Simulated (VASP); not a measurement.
**A VASP study of TiSi2 (PBE + D3): structure first, properties next**

Wanted: the relaxed cell of TiSi2 and its properties. The steps: relaxing cell and atoms (PBE + D3), second relaxation, density, ELF and potential (PBE + D3), bands along the symmetry lines (PBE + D3), total and projected DOS (PBE + D3), field gradients at the nuclei (PBE + D3), volume scan with PBE + D3, fit for PBE + D3 and band structure (PBE + D3), changed input. The start is a computed cell from the Materials Project.

Main program and level: VASP 6.6.1; PBE with D3; plane waves and PAW (Ti_sv, Si).

## (1) Set-up

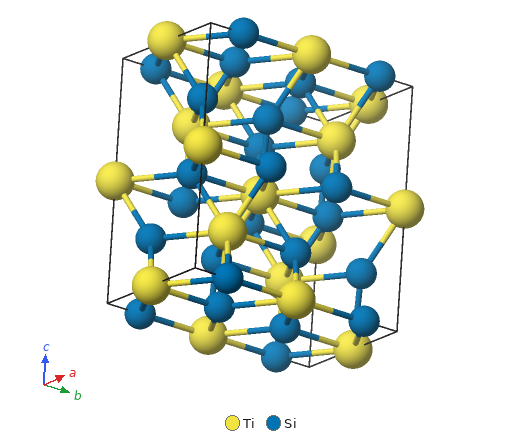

Start, viewed from a free direction; titanium yellow, silicon blue. This picture shows the conventional cell, with its axes. Some periodic images of atoms are drawn too.

## (2) Relaxing cell and atoms (PBE + D3)

Properties are meant for the cell that this level of theory prefers, so cell and atoms are relaxed first (ISIF = 3) until forces and stress are small; EDIFFG sets the threshold. PBE, the usual starting point, adds the gradient of the density. A dispersion term adds the long-range attraction that semilocal functionals lack. D3 makes the C6 coefficients depend on coordination; zero damping switches the term off at short range.

INCAR

```
SYSTEM = TiSi2
PREC = Accurate
ENCUT = 400
EDIFF = 1E-06
NELM = 100
ISMEAR = 0
SIGMA = 0.05
LREAL = .FALSE.
ALGO = Normal
GGA = PE
IVDW = 11
NBANDS = 26
LORBIT = 11
LWAVE = .FALSE.
LCHARG = .FALSE.
KPAR = 2
IBRION = 2
NSW = 60
ISIF = 3
EDIFFG = -0.01
```

POSCAR

```
TiSi2
1.0
    0.0000000000      4.1175163063      4.2628978354
    2.3895119538      0.0000000000      4.2628978354
    2.3895119538      4.1175163063      0.0000000000
Ti Si
2 4
Direct
    0.7500000000      0.7500000000      0.7500000000
    0.5000000000      0.5000000000      0.5000000000
    0.4125656100      0.0874343900      0.4125656100
    0.0874343900      0.4125656100      0.0874343900
    0.1625656100      0.8374343900      0.1625656100
    0.8374343900      0.1625656100      0.8374343900
```

KPOINTS

```
Automatic mesh
0
Gamma
6 6 6
0 0 0
```

The projector-augmented-wave data sets are Ti_sv and Si (PBE family, release 64).

Started as:

```sh
$ mpirun -np 2 vasp_std
```

What it wrote:

```text
[banner, memory and clock lines left out]
running    2 mpi-ranks, on    1 nodes
 distrk:  each k-point on    1 cores,    2 groups
 distr:  one band on    1 cores,    1 groups

 POSCAR found type information on POSCAR TiSi
 POSCAR found :  2 types and       6 ions
 LDA part: xc-table for (Slater+PW92), standard interpolation
 POSCAR, INCAR and KPOINTS ok, starting setup
 FFT: planning ... GRIDC
 FFT: planning ... GRID_SOFT
 FFT: planning ... GRID
 WAVECAR not read
 entering main loop
       N       E                     dE             d eps       ncg     rms          rms(c)
DAV:   1     0.345229445397E+03    0.34523E+03   -0.16759E+04  2392   0.137E+03
DAV:   2     0.330597197295E+00   -0.34490E+03   -0.33912E+03  2404   0.415E+02
DAV:   3    -0.411986899666E+02   -0.41529E+02   -0.40699E+02  4208   0.121E+02
DAV:   4    -0.441421751294E+02   -0.29435E+01   -0.29335E+01  3232   0.295E+01
DAV:   5    -0.443306768123E+02   -0.18850E+00   -0.18847E+00  3798   0.663E+00    0.186E+01
DAV:   6    -0.413577191528E+02    0.29730E+01   -0.40045E+01  3460   0.449E+01    0.693E+00
DAV:   7    -0.407795289172E+02    0.57819E+00   -0.77866E+00  3182   0.200E+01    0.507E+00
DAV:   8    -0.407189984516E+02    0.60530E-01   -0.80869E-01  3260   0.712E+00    0.119E+00
DAV:   9    -0.407078268033E+02    0.11172E-01   -0.14921E-01  3420   0.317E+00    0.493E-01
DAV:  10    -0.407084881963E+02   -0.66139E-03   -0.41709E-03  3084   0.535E-01    0.207E-01
DAV:  11    -0.407083708968E+02    0.11730E-03   -0.38745E-03  3690   0.460E-01    0.122E-01
DAV:  12    -0.407083143211E+02    0.56576E-04   -0.80191E-04  3414   0.214E-01    0.156E-02
DAV:  13    -0.407083124917E+02    0.18294E-05   -0.31012E-05  3244   0.499E-02    0.148E-02
DAV:  14    -0.407083113879E+02    0.11038E-05   -0.21128E-06  2784   0.126E-02    0.354E-03
DAV:  15    -0.407083110098E+02    0.37816E-06   -0.13262E-06  2122   0.804E-03
   1 F= -.42785465E+02 E0= -.42784207E+02  d E =-.427855E+02
 curvature:   0.00 expect dE= 0.000E+00 dE for cont linesearch  0.000E+00
 trial: gam= 0.00000 g(F)=  0.559E-03 g(S)=  0.823E-01 ort = 0.000E+00 (trialstep = 0.100E+01)
 search vector abs. value=  0.828E-01
 bond charge predicted
       N       E                     dE             d eps       ncg     rms          rms(c)
DAV:   1    -0.412741430914E+02   -0.56583E+00   -0.16914E+01  3436   0.450E+01    0.744E+00
DAV:   2    -0.407301620493E+02    0.54398E+00   -0.70854E+00  3516   0.225E+01    0.221E+00
DAV:   3    -0.405910030383E+02    0.13916E+00   -0.95696E-01  3342   0.683E+00    0.126E+00
DAV:   4    -0.405752843006E+02    0.15719E-01   -0.20431E-01  3768   0.301E+00    0.575E-01
DAV:   5    -0.405792973497E+02   -0.40130E-02   -0.15662E-02  3406   0.998E-01    0.284E-01
DAV:   6    -0.405849255177E+02   -0.56282E-02   -0.87792E-03  3992   0.372E-01    0.113E-01
DAV:   7    -0.405853848128E+02   -0.45930E-03   -0.22498E-03  3818   0.231E-01    0.487E-02
DAV:   8    -0.405853964228E+02   -0.11610E-04   -0.12756E-04  3278   0.612E-02    0.241E-02
DAV:   9    -0.405854065999E+02   -0.10177E-04   -0.41432E-05  3328   0.460E-02    0.969E-03
DAV:  10    -0.405854073167E+02   -0.71684E-06   -0.47570E-06  2832   0.159E-02
   2 F= -.42787398E+02 E0= -.42786186E+02  d E =-.193370E-02
[...]
3 F= -.42807268E+02 E0= -.42806033E+02  d E =-.218036E-01
[...]
4 F= -.42808094E+02 E0= -.42806850E+02  d E =-.825670E-03
[...]
5 F= -.42808094E+02 E0= -.42806850E+02  d E =-.825880E-03
[...]
6 F= -.42808491E+02 E0= -.42807235E+02  d E =-.396492E-03
 trial-energy change:   -0.000396  1 .order   -0.000397   -0.000516   -0.000277
 step:   1.9527(harm=  1.9527)  dis= 0.00576  next Energy=   -42.808652 (dE=-0.558E-03)
 bond charge predicted
       N       E                     dE             d eps       ncg     rms          rms(c)
DAV:   1    -0.406664779524E+02   -0.71337E-03   -0.13633E-02  2430   0.775E-01    0.659E-02
DAV:   2    -0.406664518720E+02    0.26080E-04   -0.93451E-04  2746   0.235E-01    0.382E-02
DAV:   3    -0.406664323689E+02    0.19503E-04   -0.79662E-05  3228   0.736E-02    0.174E-02
DAV:   4    -0.406664256743E+02    0.66947E-05   -0.21652E-05  3078   0.357E-02    0.264E-03
DAV:   5    -0.406664257164E+02   -0.42130E-07   -0.28435E-06  2526   0.142E-02
   7 F= -.42808654E+02 E0= -.42807390E+02  d E =-.559387E-03
 curvature:  -1.28 expect dE=-0.207E-05 dE for cont linesearch -0.617E-07
 trial: gam=-0.01213 g(F)=  0.364E-07 g(S)=  0.158E-05 ort = 0.601E-05 (trialstep = 0.111E+01)
 search vector abs. value=  0.158E-05
 reached required accuracy - stopping structural energy minimisation
```

Elapsed: 2.9 min, on 2 MPI ranks of Intel Xeon Platinum 8488C (Sapphire Rapids), shared host; peak memory 0.46 GiB.

The logs omit lines about the potential files and the build; timing stands in the text.

Parts of OUTCAR (step 2):

```text
ion  position               nearest neighbor table
   1  0.750  0.750  0.750-   6 2.55   5 2.55   6 2.55   5 2.55   3 2.74   3 2.74   4 2.74   4 2.74
                             3 2.78   4 2.78
   2  0.500  0.500  0.500-   4 2.55   3 2.55   4 2.55   3 2.55   5 2.74   5 2.74   6 2.74   6 2.74
                             5 2.78   6 2.78
   3  0.413  0.087  0.413-   6 2.52   6 2.52   2 2.55   2 2.55   4 2.68   1 2.74   1 2.74   1 2.78
                             4 2.79   4 2.79
   4  0.087  0.413  0.087-   5 2.52   5 2.52   2 2.55   2 2.55   3 2.68   1 2.74   1 2.74   1 2.78
                             3 2.79   3 2.79
   5  0.163  0.837  0.163-   4 2.52   4 2.52   1 2.55   1 2.55   6 2.68   2 2.74   2 2.74   2 2.78
                             6 2.79   6 2.79
   6  0.837  0.163  0.837-   3 2.52   3 2.52   1 2.55   1 2.55   5 2.68   2 2.74   2 2.74   2 2.78
                             5 2.79   5 2.79

  LATTYP: Found a face centered orthorhombic cell.
 ALAT       =     4.7790239076
 B/A-ratio  =     1.7231620456
 C/A-ratio  =     1.7840035613

 Subroutine GETGRP returns: Found  8 space group operations
 (whereof  4 operations were pure point group operations)

The static configuration has the point symmetry D_2 .
 The point group associated with its full space group is D_2h.

 Found     46 irreducible k-points:

   k-points           NKPTS =     46   k-points in BZ     NKDIM =     46   number of bands    NBANDS=     26

   dimension x,y,z NGX =    40 NGY =   32 NGZ =   32
   dimension x,y,z NGXF=    80 NGYF=   64 NGZF=   64

   ENCUT  =  400.0 eV  29.40 Ry    5.42 a.u.   9.67  7.97  7.76*2*pi/ulx,y,z

   NELECT =      40.0000    total number of electrons

 k-points in reciprocal lattice and weights: Automatic mesh
   0.00000000  0.00000000  0.00000000       0.005
   0.16666667  0.00000000  0.00000000       0.037
   0.33333333  0.00000000  0.00000000       0.037
   0.50000000  0.00000000  0.00000000       0.019
   0.16666667  0.16666667  0.00000000       0.009
   0.33333333  0.16666667  0.00000000       0.037
   0.50000000  0.16666667  0.00000000       0.037
  -0.33333333  0.16666667 -0.00000000       0.037
  -0.16666667  0.16666667 -0.00000000       0.019
[...]
-0.16666667  0.33333333  0.50000000       0.009
   0.00000000  0.50000000  0.50000000       0.005

 Edisp (eV)   -2.14273

 average (electrostatic) potential at core
       1 -69.7055       2 -69.7055       3 -78.7302       4 -78.7302       5 -78.7302
       6 -78.7302

 E-fermi :  10.5489

 k-point     1 :       0.0000    0.0000    0.0000
  band No.  band energies     occupation
    ...
     17       8.1719      2.00000
     18       8.4198      2.00000
     19       8.6906      2.00000
     20       9.0770      2.00000
     21       9.5319      2.00000
     22      12.6055      0.00000
     23      13.6932      0.00000
     24      13.9900      0.00000
     25      13.9920      0.00000
     26      14.0351      0.00000

 k-point     2 :       0.1667    0.0000    0.0000
  band No.  band energies     occupation
    ...
     17       8.3951      2.00000
     18       8.4912      2.00000
     19       9.2001      2.00000
     20       9.3300      2.00000
     21       9.5920      2.00000
     22      12.3105      0.00000
     23      13.4497      0.00000
     24      13.5326      0.00000
     25      13.7097      0.00000
     26      13.8490      0.00000

 k-point     3 :       0.3333    0.0000    0.0000
  band No.  band energies     occupation
    ...
     16       8.0984      2.00000
     17       8.6101      2.00000
     18       9.2112      2.00000
     19       9.7255      2.00000
     20      10.0108      2.00000
     21      10.6764      0.00031
     22      11.6983      0.00000
     23      12.8684      0.00000
     24      13.0713      0.00000
     25      13.3186      0.00000
    ...

 Edisp (eV)   -2.14223

  Total       0.00406     0.01017     0.00875     0.00000     0.00000     0.00000
  in kB       0.07945     0.19884     0.17113     0.00000     0.00000     0.00000
  external pressure =        0.15 kB  Pullay stress =        0.00 kB

  energy-cutoff  :      400.00
  volume of cell :       81.92
      direct lattice vectors                 reciprocal lattice vectors
     0.000000000  4.081555863  4.227137984    -0.210604847  0.122502305  0.118283340
     2.374114399  0.000000000  4.227137984     0.210604847 -0.122502305  0.118283340
     2.374114399  4.081555863  0.000000000     0.210604847  0.122502305 -0.118283340

 POSITION                                       TOTAL-FORCE (eV/Angst)
 -----------------------------------------------------------------------------------
      3.56117      6.12233      6.34071         0.000000      0.000000      0.000000
      2.37411      4.08156      4.22714         0.000000      0.000000      0.000000
      1.18706      3.37765      2.11357        -0.000000      0.000434      0.000000
      1.18706      0.70390      2.11357        -0.000000     -0.000434      0.000000
      2.37411      1.33687      4.22714         0.000000      0.000434     -0.000000
      2.37411      6.82624      4.22714         0.000000     -0.000434     -0.000000
 -----------------------------------------------------------------------------------
    total drift:                               -0.000000     -0.000000      0.000000

  FREE ENERGIE OF THE ION-ELECTRON SYSTEM (eV)
  ---------------------------------------------------
  free  energy   TOTEN  =       -42.8086535245 eV

  energy  without entropy=      -42.8061259763  energy(sigma->0) =      -42.80738975

 reached required accuracy - stopping structural energy minimisation

 total charge
# of ion       s       p       d       tot
------------------------------------------
    1        2.177   6.176   2.088  10.441
    2        2.177   6.176   2.088  10.441
    3        0.770   0.876   0.000   1.646
    4        0.770   0.876   0.000   1.646
    5        0.770   0.876   0.000   1.646
    6        0.770   0.876   0.000   1.646
--------------------------------------------------
tot          7.433  15.856   4.176  27.465

[... 3 further parts left out ...]
```

CONTCAR:

```
TiSi2
   1.00000000000000
     0.0000000000000000    4.0815558625886963    4.2271379842818826
     2.3741143989888847    0.0000000000000000    4.2271379842818826
     2.3741143989888847    4.0815558625886963    0.0000000000000000
  Ti              Si
     2     4
Direct
     0.7500000000000000    0.7500000000000000    0.7500000000000000
     0.5000000000000000    0.5000000000000000    0.5000000000000000
     0.4137701645041434    0.0862298354958566    0.4137701645041434
     0.0862298354958566    0.4137701645041434    0.0862298354958566
     0.1637701645041434    0.8362298354958565    0.1637701645041434
     0.8362298354958565    0.1637701645041434    0.8362298354958565
```

The k-mesh is coarse for a metal. Dispersion corrections of this kind ignore metallic screening and tend to overbind metals. The run keeps the 8 symmetry operations of its start, so it cannot find a distortion of lower symmetry.

Relaxation path:

| step | energy less that of the first step (eV) | largest force (eV/Å) | pressure (GPa) | volume (Å³) |
| --- | --- | --- | --- | --- |
| 1 | 0.0000 | 0.0538 | -3.50 | 83.88 |
| 2 | -0.0019 | 0.0700 | 3.61 | 80.23 |
| 3 | -0.0218 | 0.0625 | -0.03 | 81.98 |
| 4 | -0.0226 | 0.0416 | 0.04 | 81.90 |
| 5 | -0.0226 | 0.0416 | 0.04 | 81.90 |
| 6 | -0.0230 | 0.0223 | 0.03 | 81.91 |
| 7 | -0.0232 | 0.0004 | 0.01 | 81.92 |

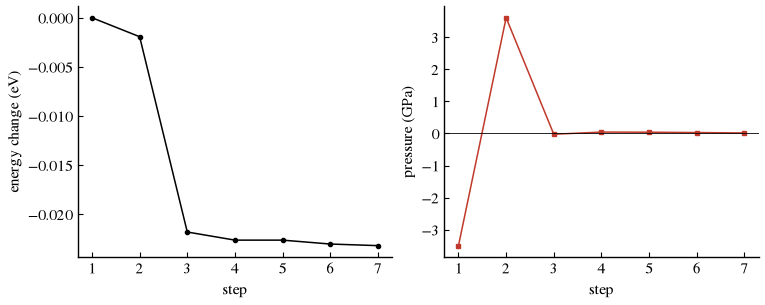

Energy and pressure along the relaxation.

| conventional cell, symmetrised | before | after | change |
| --- | --- | --- | --- |
| a (Å) | 4.779 | 4.748 | -0.6 % |
| b (Å) | 8.235 | 8.163 | -0.9 % |
| c (Å) | 8.526 | 8.454 | -0.8 % |
| volume (Å³/atom) | 13.98 | 13.65 | -2.3 % |

Final coordinates:

```
Ti Si
1.0
     0.00000    4.08156    4.22714
     2.37411    0.00000    4.22714
     2.37411    4.08156    0.00000
Ti Si
2 4
Direct
  0.75000 0.75000 0.75000
  0.50000 0.50000 0.50000
  0.41377 0.08623 0.41377
  0.08623 0.41377 0.08623
  0.16377 0.83623 0.16377
  0.83623 0.16377 0.83623
```

Numbers from this step:

```yaml
electrons: 40
bands: 26
irreducible_k_points: 46
symmetry_operations: 8
free_energy_toten: -42.81 eV
energy_at_zero_smearing: -42.81 eV
fermi_energy: 10.55 eV
pressure: 0.01498 GPa
metallic: yes
scf_cycles_over_all_ionic_steps: 53
```

It ends with forces under 0.001 eV/Å and a pressure of 0.01 GPa.

## (3) Second relaxation

The basis stayed that of the start cell while the cell moved. A rerun from the cell reached resets it; the error of the finite cutoff stays.

INCAR is that of step 2.

POSCAR

```
TiSi2
1.0
    0.0000000000      4.0815558626      4.2271379843
    2.3741143990      0.0000000000      4.2271379843
    2.3741143990      4.0815558626      0.0000000000
Ti Si
2 4
Direct
    0.7500000000      0.7500000000      0.7500000000
    0.5000000000      0.5000000000      0.5000000000
    0.4137701645      0.0862298355      0.4137701645
    0.0862298355      0.4137701645      0.0862298355
    0.1637701645      0.8362298355      0.1637701645
    0.8362298355      0.1637701645      0.8362298355
```

KPOINTS is that of step 2.

Started as:

```sh
$ mpirun -np 2 vasp_std
```

What it wrote:

```text
[... set-up lines as in an earlier step ...]
 entering main loop
       N       E                     dE             d eps       ncg     rms          rms(c)
DAV:   1     0.349163524829E+03    0.34916E+03   -0.16626E+04  2392   0.137E+03
DAV:   2     0.512055801569E+00   -0.34865E+03   -0.34269E+03  2408   0.419E+02
DAV:   3    -0.411204708880E+02   -0.41633E+02   -0.40998E+02  4218   0.123E+02
DAV:   4    -0.439784650986E+02   -0.28580E+01   -0.28470E+01  3248   0.295E+01
DAV:   5    -0.441561893925E+02   -0.17772E+00   -0.17769E+00  3780   0.644E+00    0.192E+01
DAV:   6    -0.412298313976E+02    0.29264E+01   -0.37170E+01  3412   0.445E+01    0.687E+00
DAV:   7    -0.407275635847E+02    0.50227E+00   -0.69315E+00  3192   0.193E+01    0.523E+00
DAV:   8    -0.406686323380E+02    0.58931E-01   -0.68287E-01  3348   0.663E+00    0.106E+00
DAV:   9    -0.406614438637E+02    0.71885E-02   -0.11460E-01  3412   0.284E+00    0.495E-01
DAV:  10    -0.406620523290E+02   -0.60847E-03   -0.37286E-03  3168   0.489E-01    0.179E-01
DAV:  11    -0.406620285162E+02    0.23813E-04   -0.21793E-03  3808   0.349E-01    0.112E-01
DAV:  12    -0.406620017652E+02    0.26751E-04   -0.49728E-04  3406   0.174E-01    0.140E-02
DAV:  13    -0.406619991698E+02    0.25955E-05   -0.26171E-05  3308   0.460E-02    0.128E-02
DAV:  14    -0.406619982209E+02    0.94888E-06   -0.17907E-06  2448   0.115E-02
   1 F= -.42804226E+02 E0= -.42802962E+02  d E =-.428042E+02
 curvature:   0.00 expect dE= 0.000E+00 dE for cont linesearch  0.000E+00
 trial: gam= 0.00000 g(F)=  0.522E-07 g(S)=  0.149E-06 ort = 0.000E+00 (trialstep = 0.100E+01)
 search vector abs. value=  0.201E-06
 reached required accuracy - stopping structural energy minimisation
```

The job ended after 50 s (2 MPI ranks; peak memory 0.43 GiB; 98 s of CPU time).

OUTCAR, selected parts (step 3):

```text
  LATTYP: Found a face centered orthorhombic cell.
 ALAT       =     4.7482287980
 B/A-ratio  =     1.7191908967
 C/A-ratio  =     1.7805114977

 Found     46 irreducible k-points:

   ENCUT  =  400.0 eV  29.40 Ry    5.42 a.u.   9.58  7.91  7.70*2*pi/ulx,y,z

   NELECT =      40.0000    total number of electrons

 E-fermi :  10.5489

 k-point     1 :       0.0000    0.0000    0.0000
  band No.  band energies     occupation
    ...
     17       8.1723      2.00000
     18       8.4201      2.00000
     19       8.6908      2.00000
     20       9.0772      2.00000
     21       9.5318      2.00000
     22      12.6052      0.00000
     23      13.6935      0.00000
     24      13.9921      0.00000
     25      14.0023      0.00000
     26      14.3732      0.00000

 k-point     2 :       0.1667   -0.0000   -0.0000
  band No.  band energies     occupation
    ...
     17       8.3953      2.00000
     18       8.4917      2.00000
     19       9.2003      2.00000
     20       9.3302      2.00000
     21       9.5921      2.00000
     22      12.3104      0.00000
     23      13.4498      0.00000
     24      13.5327      0.00000
     25      13.7103      0.00000
     26      13.8596      0.00000

 Edisp (eV)   -2.14223

  Total       0.00208     0.00183     0.00329     0.00000     0.00000     0.00000
  in kB       0.04059     0.03578     0.06432     0.00000     0.00000     0.00000
  external pressure =        0.05 kB  Pullay stress =        0.00 kB

 POSITION                                       TOTAL-FORCE (eV/Angst)
 -----------------------------------------------------------------------------------
      3.56117      6.12233      6.34071         0.000000     -0.000000     -0.000000
      2.37411      4.08156      4.22714        -0.000000     -0.000000      0.000000
      1.18706      3.37765      2.11357         0.000000      0.000520      0.000000
      1.18706      0.70390      2.11357         0.000000     -0.000520      0.000000
      2.37411      1.33687      4.22714        -0.000000      0.000520     -0.000000
      2.37411      6.82624      4.22714        -0.000000     -0.000520     -0.000000
 -----------------------------------------------------------------------------------
    total drift:                               -0.000000     -0.000000      0.000000

  FREE ENERGIE OF THE ION-ELECTRON SYSTEM (eV)
  ---------------------------------------------------
  free  energy   TOTEN  =       -42.8042260289 eV

  energy  without entropy=      -42.8016978913  energy(sigma->0) =      -42.80296196

 total charge
# of ion       s       p       d       tot
------------------------------------------
    1        2.177   6.176   2.088  10.441
    2        2.177   6.176   2.088  10.441
    3        0.770   0.876   0.000   1.646
    4        0.770   0.876   0.000   1.646
    5        0.770   0.876   0.000   1.646
    6        0.770   0.876   0.000   1.646
--------------------------------------------------
tot          7.432  15.857   4.176  27.465

[... 6 parts as in an earlier step ...]

[... 7 further parts left out ...]
```

Little changed from the start: no atom moved by 0.005 Å and no cell edge by 0.1 %.

This step gave:

```yaml
free_energy_toten: -42.80 eV
energy_at_zero_smearing: -42.80 eV
pressure: 0.004690 GPa
scf_cycles_over_all_ionic_steps: 14
```

It ends with a largest force of 0.001 eV/Å and a pressure of 0.00 GPa. The volume moved by under 0.01 %: the run met its threshold at the first step.

[end of part 1 of 5]

[Lines on the potential files, build, host, timing and source positions are cut from VASP's logs without a mark.]

[Logs are printed without paths, hosts, clocks, repeated set-up lines and the standing remarks that a program may print on its own settings, such as how far it seeks lower states.]

[Hosts, paths, dates, database ids (printed as entryN), source tags and the programs' standing remarks are cut or masked in the printed files.]

[A measured line is paired with the nearest computed mode of its activity, which favours agreement.]
